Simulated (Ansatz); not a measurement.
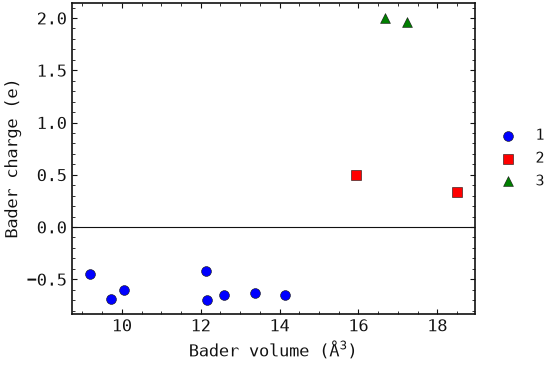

Bader charges of the atoms (positive: electrons lost), against the volumes of their basins.

Structure: YPO₄ (amorphous cell), 12 atoms in the cell; a = 6.40 Å, b = 5.20 Å, c = 5.15 Å, α = 81.88°, β = 72.13°, γ = 87.33°.

Level of theory: DFT with a composed functional (Slater exchange, PBE correlation), PAW plane waves, no spin polarisation, 3×4×4 k mesh; code Ansatz.

Which number is which element?

1 is O; 2 is P; 3 is Y. The Bader charges are Y +1.98 e, P from +0.33 to +0.49 e and O from −0.69 to −0.42 e.

The atoms aren't at rest in this cell (largest force 4.3 eV/Å), so the relaxed material can differ.
